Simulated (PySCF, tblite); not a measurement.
# C₈H₁₃ClSi: geometry, infrared bands and NMR shifts, part 2 of 2

tblite 0.8.0 and PySCF 2.14.0. Atoms count from 0. The steps go on from the part before.

## 4. Nuclear shieldings: PBE0/pcSseg-1

The job: settings as JSON, then the geometry in Å.

```
{"job": {"kind": "nmr", "xc": "PBE0", "basis": "pcSseg-1"}, "charge": 0, "multiplicity": 1}
C     -0.648853    -3.298888     0.189392
C     -0.552932    -2.087412    -0.257368
C     -0.433733    -0.877292    -0.717379
C     -1.654829    -0.023366    -1.009207
C     -1.812018     1.006494     0.066087
C     -1.572907     2.293745    -0.101814
Si     1.282560    -0.113732    -0.969237
Cl     1.236486     1.029443    -2.648621
C      1.773460     1.001326     0.496394
C      1.693385     0.278035     1.836701
H     -0.692683    -4.148696    -0.473007
H     -0.692644    -3.513000     1.245355
H     -2.542755    -0.659016    -1.045022
H     -1.527801     0.464813    -1.976893
H     -2.109550     0.622472     1.033966
H     -1.266488     2.692210    -1.055587
H     -1.678708     3.003657     0.701656
H      2.263999    -1.180052    -1.182662
H      2.790006     1.372644     0.352190
H      1.125495     1.879636     0.529898
H      0.680377    -0.071517     2.021527
H      1.981027     0.940893     2.650646
H      2.354353    -0.585412     1.847450
```

Level: GIAO PBE0/pcSseg-1 NMR shielding, non-relativistic, gas phase.

The log of the run:

```text
coarse grid: 20000 points
cycle   1  E = -1061.4934524692  dE =  1.094e+00  |g| = 5.124e-01  |ddm| = 4.525e+00
cycle   2  E = -1061.4933825467  dE =  6.992e-05  |g| = 5.270e-01  |ddm| = 9.564e-01
cycle   3  E = -1061.5645638110  dE = -7.118e-02  |g| = 4.641e-02  |ddm| = 5.024e-01
cycle   4  E = -1061.5649864001  dE = -4.226e-04  |g| = 2.459e-02  |ddm| = 8.083e-02
cycle   5  E = -1061.5651350666  dE = -1.487e-04  |g| = 6.469e-03  |ddm| = 2.979e-02
cycle   6  E = -1061.5651443285  dE = -9.262e-06  |g| = 2.761e-03  |ddm| = 9.054e-03
final grid: 183176 points
cycle   7  E = -1061.6245331487  dE = -5.163e-05  |g| = 1.013e-02  |ddm| = 5.454e-02
cycle   8  E = -1061.6245180253  dE =  1.512e-05  |g| = 1.260e-02  |ddm| = 2.110e-02
cycle   9  E = -1061.6245589811  dE = -4.096e-05  |g| = 1.996e-03  |ddm| = 1.255e-02
cycle  10  E = -1061.6245599042  dE = -9.231e-07  |g| = 3.922e-04  |ddm| = 1.819e-03
cycle  11  E = -1061.6245599383  dE = -3.410e-08  |g| = 1.423e-04  |ddm| = 4.777e-04
cycle  12  E = -1061.6245599431  dE = -4.747e-09  |g| = 5.318e-05  |ddm| = 1.897e-04
cycle  13  E = -1061.6245599437  dE = -6.551e-10  |g| = 1.601e-05  |ddm| = 6.622e-05
converged SCF energy = -1061.6245599437

GIAO shielding tensors (ppm)
atom      isotropic    diamagn.    paramagn.     s11        s22        s33       span
  0 C      114.240     263.775    -149.534     29.601    142.690    170.431    140.830
  1 C      -34.194     261.058    -295.252    -74.119    -55.991     27.527    101.646
  2 C       93.027     267.785    -174.757      8.663    110.807    159.611    150.948
  3 C      146.184     246.459    -100.276    132.841    146.530    159.181     26.340
  4 C       40.660     258.527    -217.867    -83.033     49.569    155.443    238.477
  5 C       62.041     255.726    -193.686    -50.366     76.769    159.719    210.085
  6 Si     342.649     880.613    -537.964    315.928    346.077    365.943     50.015
  7 Cl     966.222    1150.032    -183.810    924.045    981.769    992.852     68.807
  8 C      169.193     254.644     -85.451    159.071    167.742    180.766     21.696
  9 C      178.683     249.609     -70.926    173.186    175.380    187.483     14.297
 10 H       26.939      28.298      -1.360     24.452     25.196     31.168      6.716
 11 H       27.067      32.716      -5.650     24.457     25.559     31.184      6.728
 12 H       28.775      30.971      -2.196     24.931     27.183     34.212      9.281
 13 H       28.490      31.826      -3.335     25.148     29.112     31.211      6.063
 14 H       25.579      33.513      -7.934     22.476     26.419     27.844      5.368
 15 H       26.049      32.043      -5.993     22.133     25.838     30.178      8.045
 16 H       26.377      30.515      -4.138     23.099     25.992     30.039      6.940
 17 H       26.472      29.869      -3.398     23.031     24.697     31.687      8.657
 18 H       30.647      30.486       0.161     25.332     29.895     36.713     11.381
 19 H       30.355      34.450      -4.095     26.764     29.012     35.291      8.527
 20 H       30.773      34.300      -3.528     25.898     30.916     35.503      9.605
 21 H       30.534      29.609       0.925     25.469     27.532     38.602     13.133
 22 H       30.971      31.170      -0.199     26.781     28.629     37.503     10.722
```

Wall time 2 min (1 thread of Intel Xeon Platinum 8259CL at 2.50GHz, shared host); peak memory 1.2 GiB.

Shifts follow as δ = σ(reference) − σ, with reference shieldings (ppm) from runs at the same level and on the same kind of geometry: 1H TMS 31.72, 13C TMS 186.9, 29Si TMS 349.2, 35Cl HCl 950. The references are single molecules in the gas phase. Atoms listed in one row are averaged.

| atoms | environment | σ (ppm) | δ (ppm) | δ scaled to CDCl3 |
| --- | --- | --- | --- | --- |
| C1 | central carbon of an allene | -34.2 | 221.1 | 213.9 |
| C4 | alkene CH | 40.7 | 146.3 | 140.8 |
| C5 | terminal =CH2 carbon | 62.0 | 124.9 | 120.0 |
| C2 | terminal carbon of a cumulated C=C=C unit | 93.0 | 93.9 | 89.7 |
| C0 | terminal carbon of a cumulated C=C=C unit | 114.2 | 72.7 | 69.0 |
| C3 | allylic sp3 CH2 | 146.2 | 40.7 | 37.8 |
| C8 | sp3 CH2 bonded to Si | 169.2 | 17.7 | 15.4 |
| C9 | methyl carbon | 178.7 | 8.2 | 6.1 |
| H14 | hydrogen on an alkene CH | 25.58 | 6.14 | 5.89 |
| H15 | hydrogen on a terminal =CH2 carbon | 26.05 | 5.67 | 5.45 |
| H16 | hydrogen on a terminal =CH2 carbon | 26.38 | 5.34 | 5.14 |
| H17 | hydrogen on a silicon bonded to 2 C, Cl | 26.47 | 5.25 | – |
| H10, H11 | hydrogen on a terminal carbon of a cumulated C=C=C unit | 27.00 | 4.71 | 4.55 |
| H13 | hydrogen on an allylic sp3 CH2 | 28.49 | 3.23 | 3.15 |
| H12 | hydrogen on an allylic sp3 CH2 | 28.78 | 2.94 | 2.88 |
| H19 | hydrogen on an sp3 CH2 bonded to Si | 30.36 | 1.36 | 1.39 |
| H18 | hydrogen on an sp3 CH2 bonded to Si | 30.65 | 1.07 | 1.11 |
| H20, H21, H22 | hydrogen on a methyl carbon | 30.76 | 0.96 | 1.01 |
| Si6 | silicon bonded to 2 C, Cl, H | 342.6 | 6.5 | – |
| Cl7 | chlorine bonded to Si | 966 | -16 | – |

The scaled column applies a straight-line fit of computed shieldings to shifts measured in CDCl3, with any fitted terms for Cl, Br or S neighbours (root-mean-square error 0.16 ppm for H, 1.9 ppm for C).

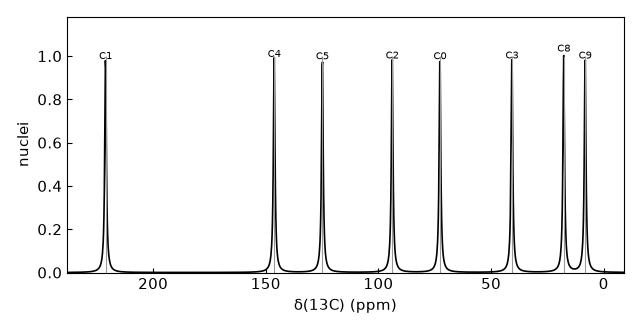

13C lines at the computed shifts, without couplings. Lines are broadened to a width of 0.85 ppm (Lorentzian).

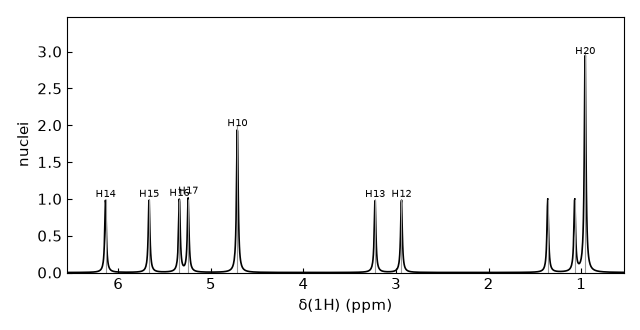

1H lines at the computed shifts, without couplings. Lines are broadened to a width of 0.02 ppm (Lorentzian).

Charges from the same density, by scheme (e):

| atoms | Mulliken | IAO | Hirshfeld | ESP fit |
| --- | --- | --- | --- | --- |
| C0 | -0.16 | -0.38 | -0.12 | -0.60 |
| C1 | -0.03 | 0.04 | 0.01 | 0.18 |
| C2 | -0.60 | -0.32 | -0.10 | -0.08 |
| C3 | -0.08 | -0.25 | -0.07 | -0.30 |
| C4 | -0.24 | -0.13 | -0.03 | 0.01 |
| C5 | -0.15 | -0.32 | -0.10 | -0.54 |
| Si6 | 0.93 | 0.94 | 0.37 | 0.15 |
| Cl7 | -0.34 | -0.32 | -0.12 | -0.17 |
| C8 | -0.56 | -0.54 | -0.16 | 0.05 |
| C9 | -0.30 | -0.41 | -0.12 | -0.24 |

Mulliken charges:

C0 -0.16; C1 -0.03; C2 -0.60; C3 -0.08; C4 -0.24; C5 -0.15; Si6 0.93; Cl7 -0.34; C8 -0.56; C9 -0.30; H10 0.15; H11 0.15; H12 0.13; H13 0.14; H14 0.11; H15 0.12; H16 0.12; H17 -0.05; H18 0.15; H19 0.16; H20 0.12; H21 0.12; H22 0.12

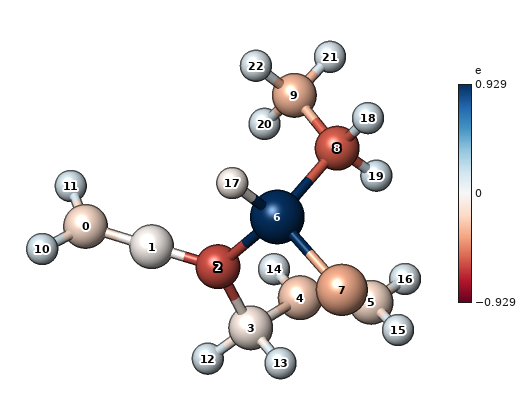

Mulliken charges, as colours on the atoms.

Mayer bond orders: C0–C1 2.10, C1–C2 1.89, C2–C3 1.03, C3–C4 1.02, C4–C5 1.97, C2–Si6 0.80, Si6–Cl7 0.95, Si6–C8 0.94, C8–C9 1.05.

Orbitals, density, ELF and potential are computed afterwards from the orbital file.

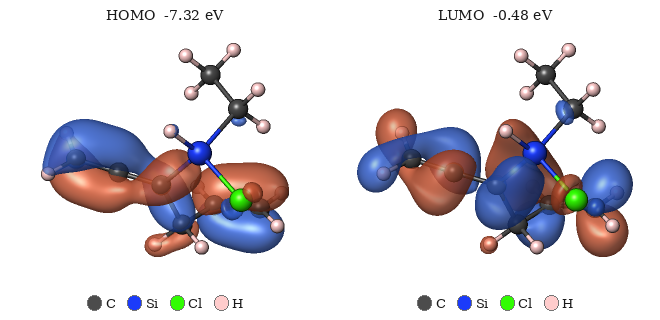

Frontier orbitals at PBE0/pcSseg-1; each surface holds 70 % of the orbital's density, blue and red mark the sign.

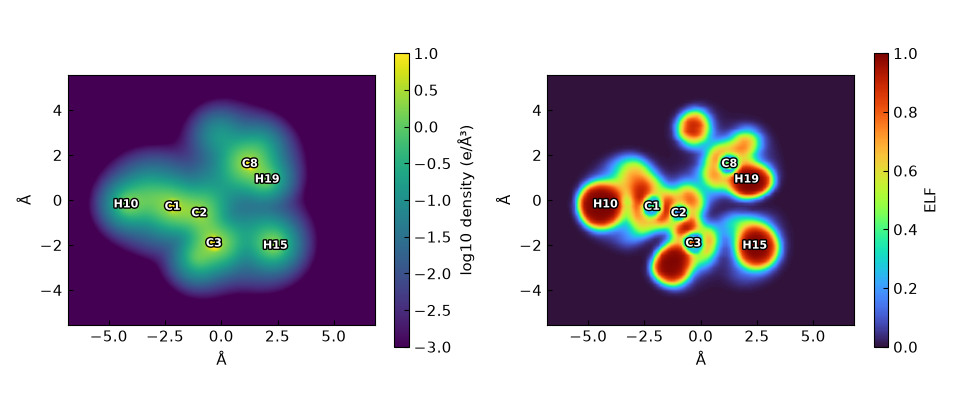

Density (left) and ELF (right) in a plane through or near 7 of the atoms.

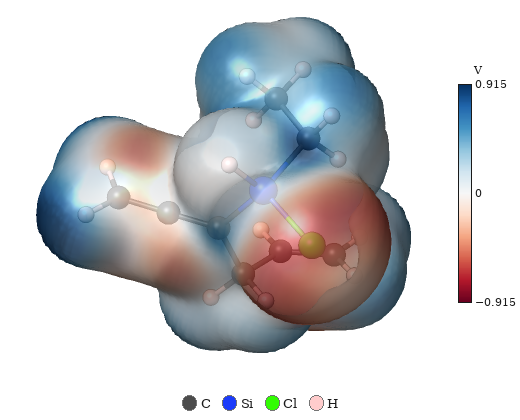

The potential that a unit positive charge feels on the 0.002 e/bohr³ surface, from the 1st to the 99th percentile, from -0.61 V near Cl7 to 0.91 V near H11.

## 5. Outcome

The summary covers parts 1 to 2.

```
                                                              quantity                                                           value
                             strongest single infrared mode (GFN2-xTB)                                           2060 cm⁻¹, 302 km/mol
                                          zero-point energy (GFN2-xTB)                                                  113.4 kcal/mol
                                13C shifts against TMS (PBE0/pcSseg-1)            221.1, 146.3, 124.9, 93.9, 72.7, 40.7, 17.7, 8.2 ppm
1H shifts against TMS (PBE0/pcSseg-1, means over atoms taken as alike)  6.14, 5.67, 5.34, 5.25, 4.71, 3.23, 2.94, 1.36, 1.07, 0.96 ppm
                               29Si shifts against TMS (PBE0/pcSseg-1)                                                         6.5 ppm
                               35Cl shifts against HCl (PBE0/pcSseg-1)                                                         -16 ppm
                                 surface potential, 1st and 99th percentile                                              -0.61 V and 0.91 V
```

What this shows: Over 203 steps the energy fell by 0.215 eV; of the close pairs, C2–Si6 changed most, 1.833 to 1.895 Å. All 63 modes are real, so the xTB geometry is a minimum. The strongest single mode, at 2060 cm⁻¹, moves mainly C1. GFN2-xTB is a fitted tight-binding method: band positions and strengths are rough. Its intensities can rank the bands wrongly. C1 (central carbon of an allene) lies farthest downfield among carbon, at 221.1 ppm; the central sp carbon of an allene is among the most deshielded carbons of hydrocarbons. The most deshielded hydrogen is H14 (hydrogen on an alkene CH), at 6.14 ppm: attached to an sp2 carbon and in the plane of the double bond. At PBE0/pcSseg-1: Shielding is most anisotropic at C4 (span 238 ppm, paramagnetic term -218 ppm). At PBE0/pcSseg-1, counted by nearest atom on the grid, the HOMO lies on C0, C1, C5 about 16 % each; C2, C4 about 12 % each, the LUMO on C1 24 %; C2 15 %.
